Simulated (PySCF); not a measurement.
Input file:

```
from pyscf import gto, dft

mol = gto.Mole()
mol.atom = 'input.xyz'
mol.verbose = 3
mol.basis = 'def2-tzvpd'
mol.max_memory = 3720
mol.charge = -1
mol.build()

ks = dft.RKS(mol)
ks.xc = 'pbe0'
ks = ks.density_fit(auxbasis='def2-universal-jkfit')
ks.grids.level = 3
ks.conv_tol = 1e-09
ks.max_cycle = 100
ks.kernel()
if not ks.converged:
    ks = ks.newton().run(ks.mo_coeff, ks.mo_occ)

e_final = ks.e_tot
print('E = %.10f Eh' % e_final)
grad = ks.nuc_grad_method().kernel()
ks.analyze()
```

Launched as:

```sh
OMP_NUM_THREADS=2 python run.py
```

Geometry: PBE0-D4/def2-SVPD.

Method: PySCF, Gaussian-basis quantum chemistry of an isolated molecule with PySCF, energy and nuclear gradient, functional PBE0.

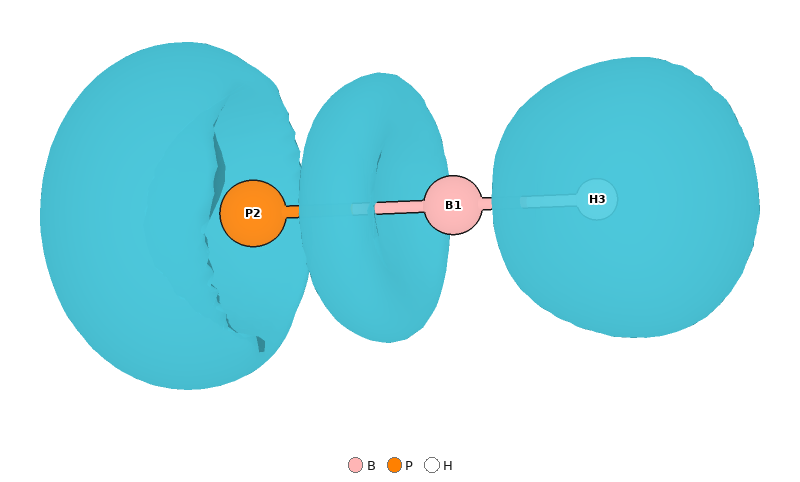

BHP (SMILES [BH-]#P) (charge −1). Isosurface of the ELF at 0.8 (cyan), seen from one side. Core shells and regions of very low density are left out.

### Describe the localisation domains.

The ELF exceeds this value in one region between bonded B–P atoms (shared pairs), one region around a hydrogen nucleus and one lobe on P, pointing away from the bonds (lone pairs). Along the contacts the grid gives the following. B–P (1.68 Å): the ELF peaks at about 0.90 between the atoms (localised, covalent bonding). B–H (1.21 Å): the ELF climbs to about 1 towards the hydrogen, as it does in any bond to H: a covalent bond by its length.
